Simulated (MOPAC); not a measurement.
# Run report: TaNHF3, excited-state calculation

TaNHF3 (Ta(NH)F3), SMILES [NH]=[Ta]([F])([F])[F], computed with PM6-D3H4, closed shell, dispersion D3H4, COSMO solvent dmso (MOPAC 23.2.5).

The run did not end well. The geometry comes from this level: GFN2-xTB.

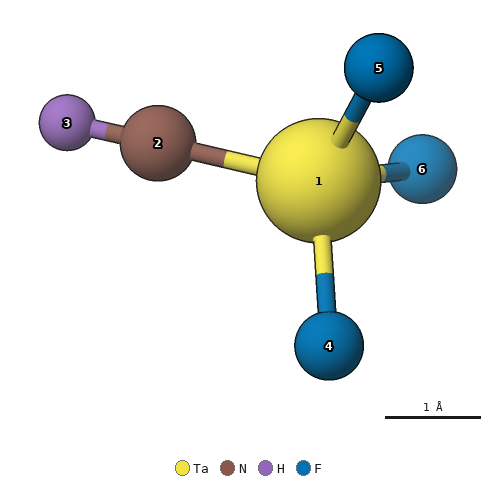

Figure 1. The structure (ball-and-stick view, seen at a tilt; atoms are numbered from 1 in the order of the input). Sticks mark near contacts. Bond lengths as drawn: F–Ta 1.87 Å, H–N 1.01 Å and N–Ta 1.79 Å.

## Input file (mol.mop)
```
PM6-D3H4 EPS=46.8 PL ROOT=2 ITRY=70 DAMP=1.0 SINGLET ++
1SCF C.I.=(5,3) N**2=2.008 SHIFT=5 PECI MECI THREADS=1 AUX(PRECISION=6)
F3HNTa charge 0
[NH]=[Ta]([F])([F])[F]
Ta -0.006110 1 -0.003020 1 -0.440510 1
N 0.016620 1 0.011210 1 1.346320 1
H 0.035330 1 0.014770 1 2.355600 1
F 1.736230 1 -0.003160 1 -1.111730 1
F -0.895740 1 1.507910 1 -1.085260 1
F -0.886330 1 -1.527720 1 -1.064420 1
```

Run on 1 thread of Arm Neoverse N1, 98 GiB of memory available, shared host.

Command:
```bash
mopac mol.mop
```

## Log
```
MOPAC v23.2.5
PM6-D3H4 CALCULATION RESULTS

 *  PM6-D3H4   - CORRECT DISPERSION AND HYDROGEN BOND TERMS USING THE D3H4 METHOD
 *  SINGLET    - SPIN STATE DEFINED AS A SINGLET
 *  C.I.=(N,M) - 3 DOUBLY FILLED LEVELS USED IN A C.I. INVOLVING 5 M.O.'S
 *  ROOT       - IN A C.I. CALCULATION, ROOT "2" TO BE OPTIMIZED.
 *  EPS=46.8   - USE COSMO IMPLICIT SOLVATION MODEL
 *  N**2=2.008 - USED IN COSMO-CI
 *  1SCF       - DO 1 SCF AND THEN STOP
 *  PECI       - SINGLE AND PAIRED ELECTRON EXCITATIONS ONLY
 *  THREADS=1  - MULTI-THREADING NOT USED
 *  SHIFT      - A DAMPING FACTOR OF    5.00 DEFINED
 *  ITRY=      - DO A MAXIMUM OF    70 ITERATIONS FOR SCF
 *  DAMP=      - DAMP SCF OSCILLATIONS USING DAMP=  1.00
 *  AUX        - OUTPUT AUXILIARY INFORMATION
 *  MECI       - M.E.C.I. WORKING TO BE PRINTED
 *  PL         - MONITOR CONVERGENCE IN DENSITY MATRIX
PM6-D3H4 EPS=46.8 PL ROOT=2 ITRY=70 DAMP=1.0 SINGLET 1SCF C.I.=(5,3) N**2=2.008 SHIFT=5 PECI MECI THREADS=1 AUX(PRECISION=6)
 F3HNTa charge 0
 [NH]=[Ta]([F])([F])[F]
   ATOM   CHEMICAL          X               Y               Z
  NUMBER   SYMBOL      (ANGSTROMS)     (ANGSTROMS)     (ANGSTROMS)

     1      Ta         -0.00611000  *  -0.00302000  *  -0.44051000  *
     2       N          0.01662000  *   0.01121000  *   1.34632000  *
     3       H          0.03533000  *   0.01477000  *   2.35560000  *
     4       F          1.73623000  *  -0.00316000  *  -1.11173000  *
     5       F         -0.89574000  *   1.50791000  *  -1.08526000  *
     6       F         -0.88633000  *  -1.52772000  *  -1.06442000  *

          CARTESIAN COORDINATES

    NO.       ATOM           X           Y           Z

     1        Ta         -0.0061     -0.0030     -0.4405
     2         N          0.0166      0.0112      1.3463
     3         H          0.0353      0.0148      2.3556
     4         F          1.7362     -0.0032     -1.1117
     5         F         -0.8957      1.5079     -1.0853
     6         F         -0.8863     -1.5277     -1.0644

           Empirical Formula: H N Ta F3  =     6 atoms

      MOLECULAR POINT GROUP   :   C3v

 SINGLET STATE CALCULATION

      RHF CALCULATION, NO. OF DOUBLY OCCUPIED LEVELS = 16

 ITERATION   1 PLS= 0.100E+01 0.000E+00 ENERGY     2568.592392 DELTAE 2468.5923917
 ITERATION   2 PLS= 0.108E+01 0.000E+00 ENERGY      -74.027798 DELTAE-2642.6201892
 ITERATION   3 PLS= 0.260E+00 0.000E+00 ENERGY     -229.474459 DELTAE -155.4466610
 ITERATION   4 PLS= 0.145E+00 0.000E+00 ENERGY     -251.511800 DELTAE  -22.0373410
 ITERATION   5 PLS= 0.763E-01 0.000E+00 ENERGY     -238.328457 DELTAE   13.1833426
 ITERATION   6 PLS= 0.239E-01 0.000E+00 ENERGY     -248.667804 DELTAE  -10.3393474
 ITERATION   7 PLS= 0.120E-01 0.000E+00 ENERGY     -248.770386 DELTAE   -0.1025814
 ITERATION   8 PLS= 0.131E-01 0.000E+00 ENERGY     -248.765693 DELTAE    0.0046926
 ITERATION   9 PLS= 0.579E-02 0.000E+00 ENERGY     -248.779174 DELTAE   -0.0134807
 ITERATION  10 PLS= 0.254E-02 0.000E+00 ENERGY     -248.781370 DELTAE   -0.0021959
 ITERATION  11 PLS= 0.264E-02 0.000E+00 ENERGY     -248.781624 DELTAE   -0.0002539
 ITERATION  12 PLS= 0.137E-02 0.000E+00 ENERGY     -248.782161 DELTAE   -0.0005376
 ITERATION  13 PLS= 0.734E-03 0.000E+00 ENERGY     -248.782292 DELTAE   -0.0001303
 ITERATION  14 PLS= 0.763E-03 0.000E+00 ENERGY     -248.782308 DELTAE   -0.0000169

          DEGENERATE ENERGY LEVELS DETECTED IN MECI
          SOME OF THESE LEVELS WOULD BE TREATED BY MECI,
          WHILE OTHERS WOULD NOT.  THIS WOULD RESULT IN
          NON-REPRODUCIBLE ELECTRONIC ENERGIES.

  EIGENVALUES OF ACTIVE SPACE
  -11.8947   -9.4897   -9.4896   -0.7914    3.0968

  EIGENVALUES BELOW ACTIVE SPACE
  -14.1804  -14.1801  -13.3442  -12.3228  -12.2385  -11.8995

  EIGENVALUES ABOVE ACTIVE SPACE
    3.1031    4.3110    4.5132    4.5193    7.7368

          JOB STOPPED. TO CONTINUE, SPECIFY "GEO-OK".

 *                                                                            *
 *     Error and normal termination messages reported in this calculation     *
 *                                                                            *
 * JOB STOPPED. TO CONTINUE, SPECIFY "GEO-OK".                                *
 * JOB ENDED NORMALLY                                                         *
 *                                                                            *

 TOTAL JOB TIME:             0.02 SECONDS

 == MOPAC DONE ==
```

## Outcome

```json
{"quantity": "outcome", "value": "not converged"}
{"quantity": "basis functions", "value": "26"}
{"quantity": "peak memory", "value": "0.071 GiB"}
```

## What went wrong

Settings chosen away from the usual ones: converger; damp; itry; shift. The run did not converge. Its last values are not results. Notes on the run: JOB STOPPED. TO CONTINUE, SPECIFY "GEO-OK".
